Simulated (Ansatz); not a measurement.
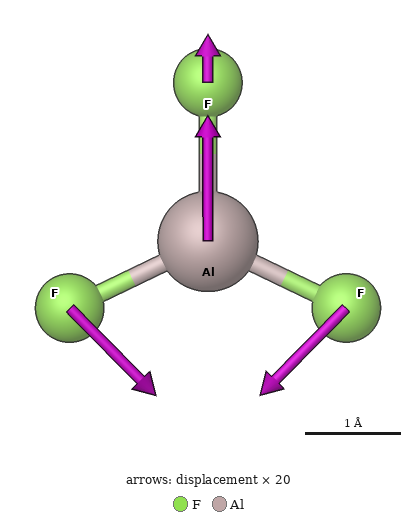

A relaxation of AlF3. The starting structure is drawn; purple arrows show the displacements, 20 times their true length. The two geometries are superimposed by the best rigid fit.

The picture is a ball-and-stick view, seen face on.

All numbers below come from RKS PBE0-D4/def2-TZVP in Ansatz 0.2.0. (force threshold 0.005 eV/Å; at most 200 steps)

### What happened in the run?

The energy falls by 1.50 kcal/mol in 4 geometry steps. Largest force component: 1.9 eV/Å at the start, 0.00021 eV/Å at the end. The largest move after the best rigid fit is that of the Al atom, 0.067 Å. By element the largest moves are Al 0.067 Å, F 0.065 Å. Some distances before and after: Al–F 1.670 → 1.629 Å, Al–F 1.617 → 1.629 Å. Among the angles between lasting bonds that change: F–Al–F 128.6° → 120.0°, F–Al–F 115.7° → 120.0°.
